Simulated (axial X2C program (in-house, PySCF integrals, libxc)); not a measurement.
# Run report: ClAl, relativistic diatomic calculation

System: ClAl. The reference is closed-shell ClAl; the roots are vertical excitation energies. The distance is the PBE0 minimum at charge 0.
Method: EOM-EE-CCSD, two-component X2C with atomic mean-field Coulomb and Gaunt terms, Cl dyall-av3z, Al dyall-av3z (cores contracted) (axial X2C program (in-house, PySCF integrals, libxc)).

### Input file
```
{"zs": [17, 13], "q": 0, "bas": ["dyall-av3z", "dyall-av3z"], "r0": 2.25, "eom": "ee", "thr": -2.0, "nmax": 88}
```

The line is the task of a batch: nuclear charges, charge, bases, a first guess of the distance and further settings. This report covers the levels named above. The log is that of the reference distance 2.158 Å.

Hardware: 1 thread of Arm Neoverse V2, 112 GiB of memory available, shared host.

The run was one of a batch that the task file lists, launched with:
```bash
python <driver script> task.json out
```

### The program's output
```
two-component X2C + atomic mean field  HF
basis functions 127  fitting functions 657  grid points 4357
iter        total energy     max residual
   1       -703.250126650     9.14e-02
   2       -703.262679304     3.21e-03
   3       -703.263053536     6.28e-04
   4       -703.263091690     2.99e-04
   5       -703.263096539     1.09e-04
   6       -703.263097277     4.05e-05
   7       -703.263097317     6.63e-06
   8       -703.263097320     1.61e-06
   9       -703.263097320     3.06e-07
converged
one-electron -1082.94375871  Coulomb 371.49024678  exact exchange -45.89878604  xc functional 0.00000000  nuclear repulsion 54.19284690  atomic mean-field constant -0.10364624
correlated 10  virtual 200  natural virtual 88  E(MP2) -0.249738690  MP2 remainder -0.023759947
iter   CCSD correlation   residual
   1     -0.245096491   1.30e-01
   2     -0.253511826   5.30e-02
   3     -0.254222073   1.72e-02
   4     -0.254156662   5.89e-03
   5     -0.254171048   1.26e-03
   6     -0.254167485   4.23e-04
   7     -0.254165639   1.16e-04
   8     -0.254166587   3.81e-05
   9     -0.254166481   1.39e-05
  10     -0.254166413   4.18e-06
  11     -0.254166381   1.73e-06
  12     -0.254166358   7.15e-07
  13     -0.254166352   3.03e-07
(T) -0.009430227427628758  T1 0.0159  D1 0.0226  max T2 0.059
EOM-EE-CCSD roots
2*Omega      energy/Eh   energy/eV  one-particle weight
    0       0.10951687      2.9801      0.974
    0       0.10951786      2.9801      0.974
    0       0.19997487      5.4416      0.962
    0       0.23985351      6.5267      0.915
    0       0.24070878      6.5500      0.939
    2       0.10974540      2.9863      0.974
    2       0.17696214      4.8154      0.922
    2       0.19997508      5.4416      0.962
    2       0.23977823      6.5247      0.915
    4       0.10997547      2.9926      0.974
    4       0.24717849      6.7261      0.908
    4       0.25202160      6.8579      0.881
    6       0.24654571      6.7089      0.911
```

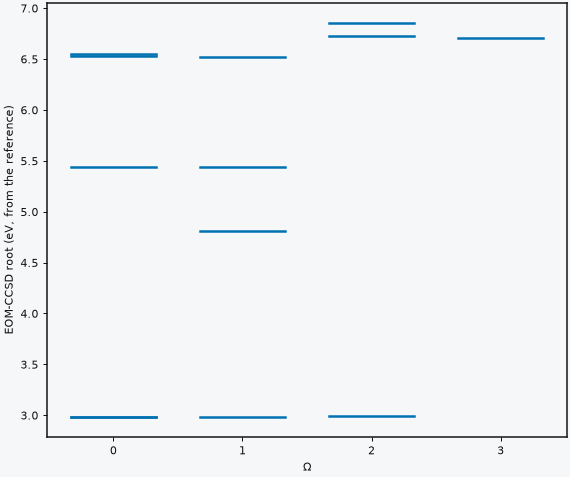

EOM-CCSD roots by Ω at 2.16 Å. The lowest has Ω = 0 and lies at 2.980 eV, with one-particle weight 0.97.

### Key numbers

```tsv
quantity	value
outcome	converged
HF energy of the reference ClAl	−703.26310 hartree
MP2 energy of the reference ClAl	−703.51284 hartree
CCSD energy of the reference ClAl (with the MP2 share of the virtual spinors left out of the coupled-cluster step)	−703.54102 hartree
CCSD(T) energy of the reference ClAl	−703.55045 hartree
T1 diagnostic (spinor form; for a closed shell √2 times the usual value)	0.016
wall time	33 s
peak memory	0.6 GiB
```
